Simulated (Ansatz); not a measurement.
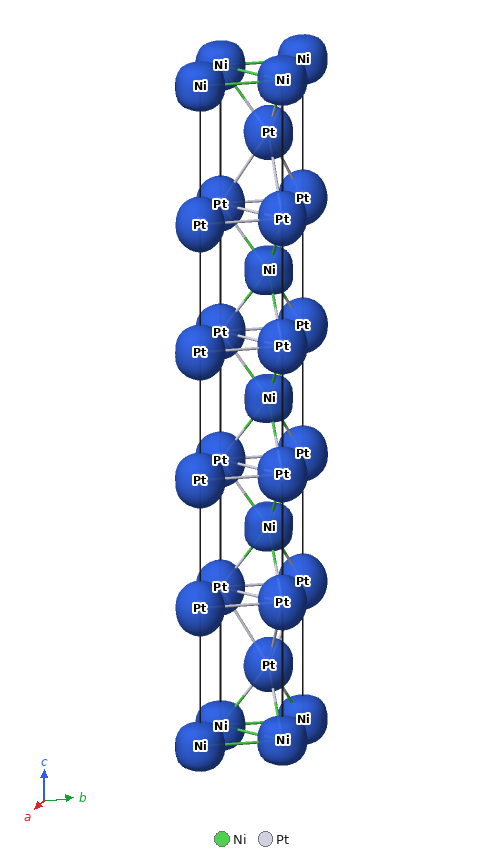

The picture shows: Ni2Pt3. Isosurfaces of the spin density at +0.05 (blue) and −0.05 e/Å³ (red), seen slightly off an axis. Sticks mark near contacts.

Space group P-6m2; a structure generated by program, which may or may not match a known phase; spin-polarised.

The calculation used DFT PBE, scalar-relativistic, plane waves, PAW in Ansatz.

Q: Which atoms carry the moments, and with what signs?

A: The spin density sits on Ni: +0.9 μB (×4); Pt: +0.3 μB (×2) in one cell of 10 atoms, with smaller moments on other sites: Pt (up to +0.29 μB): parallel moments (a ferromagnetic arrangement) in this solution. The cell of the calculation (10 atoms) carries 5.2 μB of net spin moment. Only one sign reaches the isovalue.
